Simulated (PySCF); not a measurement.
# C4H8BCl: NMR shifts at several levels of theory

Aim: compute the NMR shifts of C4H8BCl (`BC[C@@H](Cl)C=C`) at several levels, and see how far they spread and what each costs.

The runs use PySCF 2.14.0, with density-fitted response routines of our own; the level of theory stands in each step. All values are computed, except where a source is named. Atoms are numbered from 0 throughout.

**1. The molecule as given**

14 atoms, charge 0, multiplicity 1; geometry from: GFN2-xTB. The atoms were then displaced at random by about 0.01 Å, so the start is not that level's minimum.

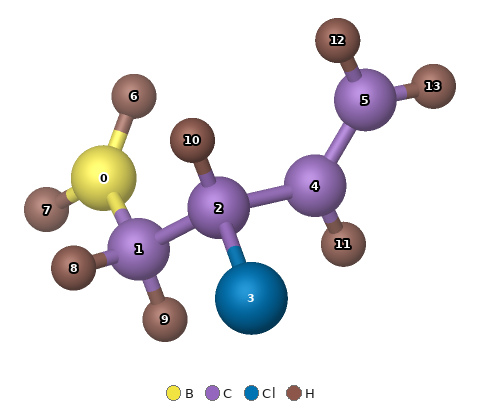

The starting geometry (boron yellow, carbon purple, chlorine blue, hydrogen brown), atoms numbered; sticks join atoms by distance.

**2. Optimising the geometry at PBE0-D3(BJ)/def2-SVP**

What the job is given:

```
{"job": {"xc": "PBE0", "basis": "def2-SVP", "d3": "d3bj", "grid": 1, "shake": 0.01, "kind": "geom"}, "charge": 0, "multiplicity": 1}
B     -1.955310     0.257330     0.361010
C     -1.104990    -0.623870    -0.584130
C      0.343740    -0.766770    -0.198100
Cl     1.229280    -1.862520    -1.378390
C      1.097290     0.522990    -0.220560
C      1.875790     0.954270     0.767210
H     -1.529900     0.744480     1.335970
H     -3.071740     0.485560     0.052600
H     -1.554200    -1.609740    -0.611410
H     -1.156900    -0.245110    -1.598150
H      0.460330    -1.261560     0.787370
H      0.978840     1.117700    -1.102840
H      1.994630     0.380870     1.657730
H      2.385990     1.891300     0.723930
```

Launch:

```
$ OMP_NUM_THREADS=1 python probes_run.py task.json out
```

The driver reads the jobs from task.json and runs them one after another.

The log of the run:

```text
step   0  E = -641.58705311  max force = 0.017882
step   1  E = -641.59179749  max force = 0.003664
step   2  E = -641.59198123  max force = 0.001224
step   3  E = -641.59205302  max force = 0.002825
step   4  E = -641.59212749  max force = 0.001721
step   5  E = -641.59218740  max force = 0.001422
step   6  E = -641.59223484  max force = 0.001057
step   7  E = -641.59225372  max force = 0.000364
step   8  E = -641.59226921  max force = 0.000419
step   9  E = -641.59229041  max force = 0.000903
step  10  E = -641.59231478  max force = 0.001024
step  11  E = -641.59233173  max force = 0.000624
step  12  E = -641.59233850  max force = 0.000217
optimisation converged
```

Run time: 79 s. Hardware: 1 thread of Arm Neoverse V2, shared host; peak memory 0.5 GiB.

Relaxation path:

```csv
step,energy from step 0 (eV),largest force component (eV/Å)
0,0.0000,0.9195
1,-0.1291,0.1884
2,-0.1341,0.0629
3,-0.1361,0.1453
4,-0.1381,0.0885
5,-0.1397,0.0731
6,-0.1410,0.0544
7,-0.1415,0.0187
8,-0.1419,0.0215
9,-0.1425,0.0464
10,-0.1432,0.0527
11,-0.1436,0.0321
12,-0.1438,0.0112
```

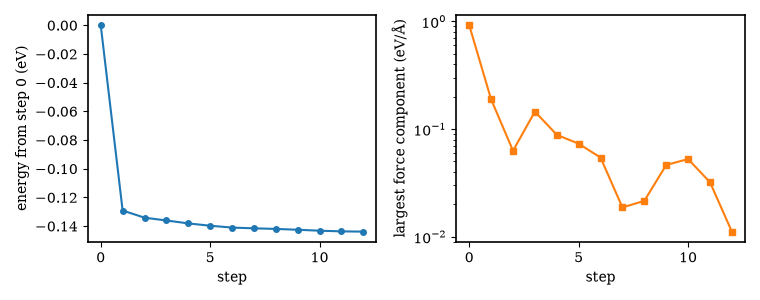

Energy and largest force along the relaxation.

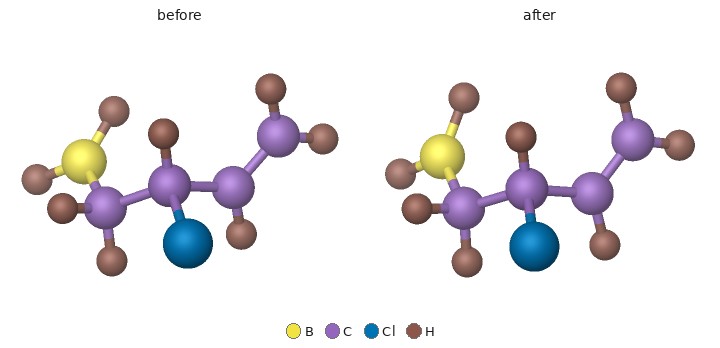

The geometry before (left) and after (right).

Close pairs (by a distance rule), those that changed most:

```csv
bond,before (Å),after (Å),change (Å)
B0–H6,1.170,1.210,+0.040
B0–H7,1.181,1.209,+0.029
C5–H12,1.066,1.095,+0.029
C1–H8,1.084,1.112,+0.029
C4–H11,1.071,1.097,+0.026
C5–H13,1.068,1.093,+0.025
C2–Cl3,1.838,1.817,-0.021
C1–H9,1.084,1.104,+0.020
```

The next job starts from the end point, and lists it.

```csv
at the end point,value
point group (found at 0.08 Å tolerance),C1
"rotational constants (GHz, main isotopes)","3.137, 2.276, 1.416"
dipole moment (D),1.42
```

**3. Shielding tensors: PBE0/pcSseg-1**

What the job is given:

```
{"job": {"kind": "nmr", "xc": "PBE0", "basis": "pcSseg-1", "pop": false}, "charge": 0, "multiplicity": 1}
B     -1.987808     0.662711     1.024051
C     -1.169505    -0.151014    -0.023078
C      0.295773    -0.382856     0.296193
Cl     1.001205    -1.583782    -0.870715
C      1.102874     0.871216     0.226015
C      1.735058     1.414002     1.266509
H     -1.585098     0.822294     2.154329
H     -3.082464     1.084409     0.730089
H     -1.705517    -1.125503    -0.047326
H     -1.292159     0.241556    -1.047172
H      0.404501    -0.845990     1.287256
H      1.130574     1.358077    -0.756436
H      1.723580     0.939272     2.252676
H      2.286878     2.352415     1.170527
```

With the program's defaults for keys left out, this is: GIAO PBE0/pcSseg-1 NMR shielding, non-relativistic, gas phase.

The log of the run:

```text
coarse grid: 12016 points
cycle   1  E = -641.7465015779  dE =  3.967e-01  |g| = 3.548e-01  |ddm| = 3.176e+00
cycle   2  E = -641.7497091159  dE = -3.208e-03  |g| = 3.642e-01  |ddm| = 6.579e-01
cycle   3  E = -641.7807937667  dE = -3.108e-02  |g| = 5.257e-02  |ddm| = 3.153e-01
cycle   4  E = -641.7812215861  dE = -4.278e-04  |g| = 3.368e-02  |ddm| = 7.308e-02
cycle   5  E = -641.7815000055  dE = -2.784e-04  |g| = 7.890e-03  |ddm| = 3.316e-02
cycle   6  E = -641.7815147255  dE = -1.472e-05  |g| = 1.750e-03  |ddm| = 7.685e-03
cycle   7  E = -641.7815153521  dE = -6.266e-07  |g| = 6.930e-04  |ddm| = 2.100e-03
final grid: 110768 points
cycle   8  E = -641.8155953281  dE = -3.001e-05  |g| = 7.199e-03  |ddm| = 2.405e-02
cycle   9  E = -641.8155894627  dE =  5.865e-06  |g| = 8.502e-03  |ddm| = 1.453e-02
cycle  10  E = -641.8156084625  dE = -1.900e-05  |g| = 1.326e-03  |ddm| = 8.893e-03
cycle  11  E = -641.8156088273  dE = -3.648e-07  |g| = 3.598e-04  |ddm| = 1.453e-03
cycle  12  E = -641.8156088578  dE = -3.048e-08  |g| = 9.810e-05  |ddm| = 3.245e-04
cycle  13  E = -641.8156088601  dE = -2.335e-09  |g| = 2.522e-05  |ddm| = 1.050e-04
cycle  14  E = -641.8156088603  dE = -1.429e-10  |g| = 5.386e-06  |ddm| = 2.212e-05
converged SCF energy = -641.8156088603

GIAO shielding tensors (ppm)
atom      isotropic    diamagn.    paramagn.     s11        s22        s33       span
  0 B       12.973     191.533    -178.560    -60.815    -26.609    126.343    187.157
  1 C      135.863     250.797    -114.934    100.266    148.157    159.166     58.900
  2 C      115.682     245.044    -129.362     93.496    110.815    142.736     49.239
  3 Cl     720.163    1147.580    -427.416    485.782    630.421   1044.288    558.506
  4 C       33.594     256.350    -222.756    -90.406     50.844    140.345    230.751
  5 C       61.996     253.673    -191.677    -45.536     74.811    156.713    202.249
  6 H       23.736      28.762      -5.026     15.898     26.660     28.650     12.752
  7 H       23.661      27.975      -4.314     17.584     26.324     27.075      9.490
  8 H       29.504      29.491       0.013     24.882     28.689     34.941     10.059
  9 H       28.455      30.370      -1.915     24.936     27.514     32.916      7.981
 10 H       26.798      32.059      -5.261     23.092     25.423     31.879      8.787
 11 H       25.400      31.092      -5.692     22.713     24.511     28.978      6.265
 12 H       25.749      30.466      -4.717     22.156     25.068     30.022      7.866
 13 H       26.000      28.195      -2.195     23.522     24.778     29.701      6.180
```

It took 13 s on 1 thread of Arm Neoverse V2, shared host; peak memory 0.86 GiB.

Shifts follow as δ = σ(reference) − σ, with reference shieldings (ppm) from runs at the same level and on the same kind of geometry: ¹H TMS 31.27, ¹³C TMS 184.4, ¹¹B BF3·OEt2 100.7, ³⁵Cl HCl 943. The references are single molecules in the gas phase. Atoms listed in one row are averaged.

```csv
atoms,environment,σ (ppm),δ (ppm),δ scaled to CDCl3
C4,alkene CH,33.6,150.8,145.9
C5,terminal =CH2 carbon,62.0,122.4,118.4
C2,allylic sp3 CH bonded to Cl,115.7,68.7,66.2
C1,sp3 CH2 bonded to B,135.9,48.5,46.6
"H6, H7",hydrogen on a boron bonded to C,23.70,7.57,–
H11,hydrogen on an alkene CH,25.40,5.87,5.78
H12,hydrogen on a terminal =CH2 carbon,25.75,5.52,5.45
H13,hydrogen on a terminal =CH2 carbon,26.00,5.27,5.21
H10,hydrogen on an allylic sp3 CH bonded to Cl,26.80,4.47,4.45
H9,hydrogen on an sp3 CH2 bonded to B,28.46,2.81,2.88
H8,hydrogen on an sp3 CH2 bonded to B,29.50,1.76,1.89
B0,"boron bonded to C, 2 H",13.0,87.8,–
Cl3,chlorine bonded to C,720,223,–
```

The scaled column applies a straight-line fit of computed shieldings to shifts measured in CDCl3, with any fitted terms for Cl, Br or S neighbours (root-mean-square error 0.21 ppm for H, 2.0 ppm for C).

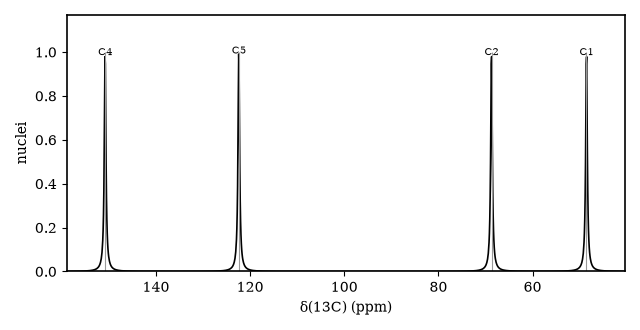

¹³C lines at the computed shifts, without couplings. Lines are broadened to a width of 0.41 ppm (Lorentzian).

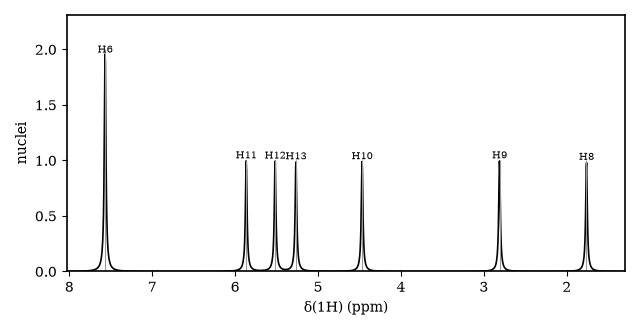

¹H lines at the computed shifts, without couplings. Lines are broadened to a width of 0.02 ppm (Lorentzian).

**4. Shielding tensors: mPW1PW91/pcSseg-1**

Settings changed since step 3:

```diff
@@ -1,2 +1,2 @@
-{"job": {"kind": "nmr", "xc": "PBE0", "basis": "pcSseg-1", "pop": false}, "charge": 0, "multiplicity": 1}
+{"job": {"kind": "nmr", "xc": "mPW1PW91", "basis": "pcSseg-1", "pop": false}, "charge": 0, "multiplicity": 1}
 B     -1.987808     0.662711     1.024051
```

Level: GIAO mPW1PW91/pcSseg-1 NMR shielding, non-relativistic, gas phase.

The log of the run:

```text
coarse grid: 12016 points
cycle   1  E = -642.1088328822  dE =  3.955e-01  |g| = 3.586e-01  |ddm| = 3.177e+00
cycle   2  E = -642.1124279342  dE = -3.595e-03  |g| = 3.666e-01  |ddm| = 6.676e-01
cycle   3  E = -642.1438145184  dE = -3.139e-02  |g| = 5.312e-02  |ddm| = 3.198e-01
cycle   4  E = -642.1442566731  dE = -4.422e-04  |g| = 3.371e-02  |ddm| = 7.356e-02
cycle   5  E = -642.1445357768  dE = -2.791e-04  |g| = 8.017e-03  |ddm| = 3.333e-02
cycle   6  E = -642.1445509902  dE = -1.521e-05  |g| = 1.759e-03  |ddm| = 7.751e-03
cycle   7  E = -642.1445516334  dE = -6.433e-07  |g| = 6.957e-04  |ddm| = 2.144e-03
final grid: 110768 points
cycle   8  E = -642.1782913535  dE = -2.886e-05  |g| = 5.128e-03  |ddm| = 2.284e-02
cycle   9  E = -642.1782888284  dE =  2.525e-06  |g| = 5.924e-03  |ddm| = 1.038e-02
cycle  10  E = -642.1782980415  dE = -9.213e-06  |g| = 9.227e-04  |ddm| = 6.178e-03
cycle  11  E = -642.1782982133  dE = -1.718e-07  |g| = 2.688e-04  |ddm| = 1.048e-03
cycle  12  E = -642.1782982298  dE = -1.649e-08  |g| = 8.833e-05  |ddm| = 2.536e-04
cycle  13  E = -642.1782982317  dE = -1.884e-09  |g| = 2.172e-05  |ddm| = 9.263e-05
cycle  14  E = -642.1782982318  dE = -1.124e-10  |g| = 4.450e-06  |ddm| = 1.882e-05
converged SCF energy = -642.1782982318

GIAO shielding tensors (ppm)
atom      isotropic    diamagn.    paramagn.     s11        s22        s33       span
  0 B       14.053     191.431    -177.378    -59.014    -24.751    125.924    184.938
  1 C      135.588     250.896    -115.307    100.492    147.433    158.840     58.348
  2 C      114.901     245.215    -130.314     92.506    109.981    142.216     49.711
  3 Cl     719.140    1147.793    -428.653    483.976    628.321   1045.122    561.146
  4 C       32.993     256.486    -223.493    -91.197     50.367    139.810    231.007
  5 C       61.094     253.604    -192.510    -46.786     74.157    155.911    202.697
  6 H       23.871      28.829      -4.958     16.126     26.741     28.744     12.618
  7 H       23.796      28.033      -4.237     17.807     26.424     27.157      9.350
  8 H       29.569      29.557       0.012     24.974     28.750     34.985     10.011
  9 H       28.537      30.461      -1.923     25.021     27.593     32.999      7.978
 10 H       26.858      32.113      -5.255     23.173     25.479     31.923      8.750
 11 H       25.470      31.170      -5.701     22.788     24.573     29.047      6.259
 12 H       25.815      30.500      -4.685     22.219     25.128     30.096      7.877
 13 H       26.061      28.240      -2.180     23.583     24.844     29.754      6.171
```

Run time: 13 s. Hardware: 1 thread of Arm Neoverse V2, shared host; peak memory 0.86 GiB.

In short: δ C4 150.6, C5 122.5, C2 68.6, C1 48.0, H6 7.48, H11 5.85 ppm (means over like atoms).

**5. Nuclear shieldings: WP04/pcSseg-1**

Settings changed since step 4:

```diff
@@ -1,2 +1,2 @@
-{"job": {"kind": "nmr", "xc": "mPW1PW91", "basis": "pcSseg-1", "pop": false}, "charge": 0, "multiplicity": 1}
+{"job": {"kind": "nmr", "xc": "WP04", "basis": "pcSseg-1", "pop": false}, "charge": 0, "multiplicity": 1}
 B     -1.987808     0.662711     1.024051
```

Level: GIAO WP04/pcSseg-1 NMR shielding, non-relativistic, gas phase.

The log of the run:

```text
coarse grid: 12016 points
cycle   1  E = -651.1330253501  dE =  2.709e-01  |g| = 5.925e-01  |ddm| = 3.278e+00
cycle   2  E = -651.1265083853  dE =  6.517e-03  |g| = 6.120e-01  |ddm| = 1.062e+00
cycle   3  E = -651.2181909620  dE = -9.168e-02  |g| = 5.874e-02  |ddm| = 5.361e-01
cycle   4  E = -651.2189194820  dE = -7.285e-04  |g| = 2.091e-02  |ddm| = 6.813e-02
cycle   5  E = -651.2189948590  dE = -7.538e-05  |g| = 1.071e-02  |ddm| = 2.623e-02
cycle   6  E = -651.2190228511  dE = -2.799e-05  |g| = 3.061e-03  |ddm| = 1.075e-02
cycle   7  E = -651.2190251654  dE = -2.314e-06  |g| = 5.373e-04  |ddm| = 2.516e-03
final grid: 110768 points
cycle   8  E = -651.2661871114  dE = -4.736e-05  |g| = 7.329e-03  |ddm| = 2.918e-02
cycle   9  E = -651.2661739798  dE =  1.313e-05  |g| = 1.014e-02  |ddm| = 1.534e-02
cycle  10  E = -651.2662011556  dE = -2.718e-05  |g| = 1.529e-03  |ddm| = 1.012e-02
cycle  11  E = -651.2662016661  dE = -5.104e-07  |g| = 4.731e-04  |ddm| = 1.593e-03
cycle  12  E = -651.2662017168  dE = -5.078e-08  |g| = 1.799e-04  |ddm| = 4.777e-04
cycle  13  E = -651.2662017248  dE = -7.961e-09  |g| = 4.336e-05  |ddm| = 1.702e-04
cycle  14  E = -651.2662017252  dE = -4.322e-10  |g| = 8.204e-06  |ddm| = 3.772e-05
converged SCF energy = -651.2662017252

GIAO shielding tensors (ppm)
atom      isotropic    diamagn.    paramagn.     s11        s22        s33       span
  0 B       15.519     192.036    -176.517    -52.027    -17.850    116.433    168.460
  1 C      128.871     251.549    -122.677     99.017    135.490    152.106     53.089
  2 C       99.629     247.028    -147.399     74.002     94.471    130.415     56.412
  3 Cl     687.351    1151.828    -464.477    436.116    567.454   1058.482    622.366
  4 C       24.074     257.256    -233.182    -98.584     40.734    130.073    228.657
  5 C       51.465     254.435    -202.970    -56.178     64.791    145.781    201.959
  6 H       25.202      29.837      -4.635     18.393     27.564     29.648     11.255
  7 H       25.119      28.581      -3.463     19.955     27.424     27.976      8.021
  8 H       29.918      29.890       0.028     25.754     29.067     34.934      9.180
  9 H       29.074      31.273      -2.199     25.699     28.124     33.399      7.700
 10 H       27.225      32.758      -5.533     23.847     25.789     32.040      8.193
 11 H       25.988      32.084      -6.095     23.285     25.080     29.599      6.314
 12 H       26.371      31.200      -4.828     22.937     25.635     30.542      7.604
 13 H       26.566      28.383      -1.818     24.253     25.419     30.025      5.771
```

Run time: 13 s. Hardware: 1 thread of Arm Neoverse V2, shared host; peak memory 0.85 GiB.

Key values: δ C4 148.4, C5 121.0, C2 72.8, C1 43.6, H6 6.40, H11 5.58 ppm (means over like atoms).

**6. Shielding tensors: B97-2/pcSseg-1**

Settings changed since step 5:

```diff
@@ -1,2 +1,2 @@
-{"job": {"kind": "nmr", "xc": "WP04", "basis": "pcSseg-1", "pop": false}, "charge": 0, "multiplicity": 1}
+{"job": {"kind": "nmr", "xc": "B97-2", "basis": "pcSseg-1", "pop": false}, "charge": 0, "multiplicity": 1}
 B     -1.987808     0.662711     1.024051
```

Method: GIAO B97-2/pcSseg-1 NMR shielding, non-relativistic, gas phase.

The log of the run:

```text
coarse grid: 12016 points
cycle   1  E = -642.1155093277  dE =  3.666e-01  |g| = 3.669e-01  |ddm| = 3.185e+00
cycle   2  E = -642.1172889564  dE = -1.780e-03  |g| = 3.839e-01  |ddm| = 7.030e-01
cycle   3  E = -642.1519651675  dE = -3.468e-02  |g| = 5.499e-02  |ddm| = 3.415e-01
cycle   4  E = -642.1524719081  dE = -5.067e-04  |g| = 3.319e-02  |ddm| = 7.517e-02
cycle   5  E = -642.1527422559  dE = -2.703e-04  |g| = 8.670e-03  |ddm| = 3.367e-02
cycle   6  E = -642.1527602428  dE = -1.799e-05  |g| = 1.747e-03  |ddm| = 8.152e-03
cycle   7  E = -642.1527608904  dE = -6.476e-07  |g| = 7.525e-04  |ddm| = 2.320e-03
final grid: 110768 points
cycle   8  E = -642.1717154615  dE = -4.658e-05  |g| = 4.811e-03  |ddm| = 2.669e-02
cycle   9  E = -642.1717161952  dE = -7.337e-07  |g| = 3.429e-03  |ddm| = 7.338e-03
cycle  10  E = -642.1717181837  dE = -1.989e-06  |g| = 7.672e-04  |ddm| = 3.945e-03
cycle  11  E = -642.1717183165  dE = -1.328e-07  |g| = 2.627e-04  |ddm| = 9.096e-04
cycle  12  E = -642.1717183335  dE = -1.704e-08  |g| = 7.572e-05  |ddm| = 2.990e-04
cycle  13  E = -642.1717183350  dE = -1.436e-09  |g| = 2.054e-05  |ddm| = 7.265e-05
cycle  14  E = -642.1717183351  dE = -1.040e-10  |g| = 5.431e-06  |ddm| = 1.958e-05
converged SCF energy = -642.1717183351

GIAO shielding tensors (ppm)
atom      isotropic    diamagn.    paramagn.     s11        s22        s33       span
  0 B       19.469     191.588    -172.119    -50.674    -16.703    125.783    176.458
  1 C      137.224     250.575    -113.351    103.753    147.698    160.221     56.469
  2 C      115.357     245.199    -129.842     92.997    110.611    142.462     49.465
  3 Cl     720.793    1148.179    -427.386    487.625    627.708   1047.047    559.423
  4 C       36.502     256.319    -219.816    -84.319     53.738    140.089    224.408
  5 C       64.392     253.585    -189.192    -40.175     77.358    155.993    196.168
  6 H       24.102      29.021      -4.919     16.618     26.858     28.831     12.213
  7 H       24.033      28.164      -4.131     18.280     26.540     27.278      8.998
  8 H       29.621      29.575       0.046     25.101     28.778     34.983      9.882
  9 H       28.635      30.525      -1.890     25.161     27.693     33.050      7.889
 10 H       26.925      32.197      -5.271     23.273     25.566     31.937      8.663
 11 H       25.561      31.312      -5.751     22.931     24.686     29.066      6.136
 12 H       25.927      30.648      -4.721     22.407     25.234     30.141      7.735
 13 H       26.172      28.308      -2.136     23.728     24.945     29.843      6.115
```

It took 13 s on 1 thread of Arm Neoverse V2, shared host; peak memory 0.85 GiB.

This run: δ C4 147.2, C5 119.3, C2 68.3, C1 46.5, H6 7.31, H11 5.81 ppm (means over like atoms).

**7. Shielding tensors: BHandHLYP/pcSseg-1**

Settings changed since step 6:

```diff
@@ -1,2 +1,2 @@
-{"job": {"kind": "nmr", "xc": "B97-2", "basis": "pcSseg-1", "pop": false}, "charge": 0, "multiplicity": 1}
+{"job": {"kind": "nmr", "xc": "BHandHLYP", "basis": "pcSseg-1", "pop": false}, "charge": 0, "multiplicity": 1}
 B     -1.987808     0.662711     1.024051
```

With the program's defaults for keys left out, this is: GIAO BHandHLYP/pcSseg-1 NMR shielding, non-relativistic, gas phase.

The log of the run:

```text
coarse grid: 12016 points
cycle   1  E = -642.0165225378  dE =  5.542e-01  |g| = 3.526e-01  |ddm| = 3.115e+00
cycle   2  E = -642.0368222290  dE = -2.030e-02  |g| = 2.882e-01  |ddm| = 6.483e-01
cycle   3  E = -642.0550799387  dE = -1.826e-02  |g| = 5.614e-02  |ddm| = 2.947e-01
cycle   4  E = -642.0557286490  dE = -6.487e-04  |g| = 3.076e-02  |ddm| = 7.717e-02
cycle   5  E = -642.0559664616  dE = -2.378e-04  |g| = 4.981e-03  |ddm| = 2.872e-02
cycle   6  E = -642.0559724158  dE = -5.954e-06  |g| = 1.600e-03  |ddm| = 5.623e-03
final grid: 110768 points
cycle   7  E = -642.0834114319  dE = -1.347e-05  |g| = 2.659e-03  |ddm| = 1.233e-02
cycle   8  E = -642.0834113339  dE =  9.800e-08  |g| = 2.776e-03  |ddm| = 4.507e-03
cycle   9  E = -642.0834132377  dE = -1.904e-06  |g| = 3.501e-04  |ddm| = 2.472e-03
cycle  10  E = -642.0834132659  dE = -2.813e-08  |g| = 1.239e-04  |ddm| = 3.817e-04
cycle  11  E = -642.0834132700  dE = -4.098e-09  |g| = 1.440e-05  |ddm| = 1.201e-04
cycle  12  E = -642.0834132700  dE = -7.446e-11  |g| = 4.535e-06  |ddm| = 2.907e-05
converged SCF energy = -642.0834132700

GIAO shielding tensors (ppm)
atom      isotropic    diamagn.    paramagn.     s11        s22        s33       span
  0 B       17.888     190.678    -172.790    -53.157    -18.943    125.763    178.921
  1 C      137.714     249.881    -112.167    103.358    148.571    161.212     57.854
  2 C      116.624     243.906    -127.283     94.364    111.693    143.814     49.450
  3 Cl     743.418    1147.830    -404.411    514.465    660.274   1055.516    541.051
  4 C       31.825     256.394    -224.569    -98.675     53.194    140.956    239.631
  5 C       60.371     253.546    -193.175    -54.612     78.906    156.818    211.430
  6 H       24.291      28.970      -4.679     16.968     26.861     29.045     12.077
  7 H       24.213      28.176      -3.963     18.663     26.709     27.268      8.605
  8 H       29.873      29.690       0.183     25.222     29.034     35.364     10.143
  9 H       28.843      30.541      -1.698     25.215     27.850     33.463      8.248
 10 H       27.101      32.069      -4.968     23.388     25.721     32.195      8.806
 11 H       25.666      31.221      -5.555     23.098     24.585     29.315      6.218
 12 H       25.984      30.629      -4.645     22.365     25.113     30.473      8.109
 13 H       26.227      28.299      -2.072     23.641     24.855     30.183      6.542
```

Wall time 12 s (1 thread of Arm Neoverse V2, shared host); peak memory 0.86 GiB.

In short: δ C4 152.2, C5 123.6, C2 67.4, C1 46.3, H6 7.19, H11 5.78 ppm (means over like atoms).

(Part 1 of 2 ends here.)
